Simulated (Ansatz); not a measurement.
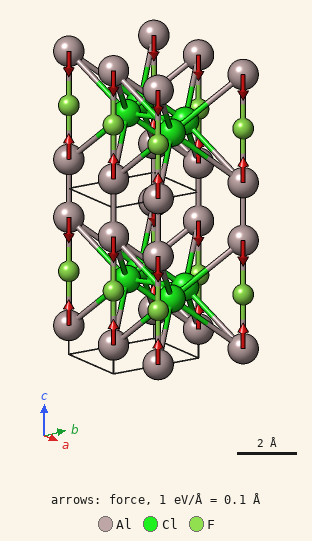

Starting geometry of crystalline Al2Cl2F (a generated structure, set up in P6/mmm) (coarse preliminary run) with the computed forces as red arrows. A ball-and-stick model of the cell of the calculation, repeated 2 × 1 × 2 with one cell outlined, seen slightly off an axis.

Method: DFT PBE, scalar-relativistic, plane waves, PAW (Ansatz 0.2.0).

Input file:
```yaml
crystal:
  lattice:
    - [4.48238226, 0.0, 0.0]
    - [-2.24119113, 3.8818569, 0.0]
    - [0.0, 0.0, 5.71790162]
  atoms:
    - { symbol: Al, position: [0.0, 0.0, 0.17411448] }
    - { symbol: Al, position: [0.0, 0.0, 0.82588552] }
    - { symbol: Cl, position: [0.33333333, 0.66666667, 0.5] }
    - { symbol: Cl, position: [0.66666667, 0.33333333, 0.5] }
    - { symbol: F, position: [0.0, 0.0, 0.5] }
basis:
  ecutwfc: 420
kpoints:
  mp_grid: { grid: [6, 6, 4] }
hamiltonian:
  xc: pbe
scf:
  occupations: { method: gaussian, width: 0.1 }
  lower_state_search: "off"
output:
  forces: true
  stress: true
  eigenvalues: true
relax:
  adjacent_minimum: "off"
  f_tol: 0.04
  max_steps: 70
  cell: { stress_tol: 0.4 }
```

Run as
```bash
ansatz run input.yaml --threads 1 --pin off --max-ram 2560MiB --backend cpu --events-out ev --progress --plain --runs-dir out
```

What follows when this structure is relaxed?

It isn't relaxed: the largest force vector, on Al atoms, is 9.14 eV/Å. The atoms end up moving mostly along the starting forces (cosine between the two patterns 1.00). The energy falls by 4.339 eV per cell of the calculation in 12 accepted moves (15 points after the start). Largest force component: 9.1 eV/Å at the start, 0.025 eV/Å at the end. Pressure: 15.18 GPa at the start and 0.13 GPa at the end. The SCF was repeated 3 times at an unchanged geometry on a basis and grid sized afresh for the cell, which shifted the energy by 0.332 eV per cell of the calculation at most. The largest moves relative to the cell, 0.53 Å, are those of Al1 and Al2. Al1 goes along +c. Cl and F stay in place. Cell: a = b 4.482 → 5.386 Å (+20.2 %), c 5.718 → 7.038 Å (+23.1 %). Volume +77.7 %. Some distances before and after: Al1–Al2 1.991 → 3.519 Å, Cl3–Cl4 2.588 → 3.110 Å, Al1–Cl3 3.189 → 3.573 Å, Al1–F5 1.863 → 1.760 Å. Bonds break: Al1–Al2 (1.99 → 3.52 Å). The space group stays P6/mmm (No. 191). The run took 79 s on 1 thread of Intel(R) Xeon(R) Processor @ 2.70GHz, on a shared host, peak memory 0.44 GiB.

Limits of the set-up: an odd number of electrons was run without spin polarisation, which fails if the electron would localise.
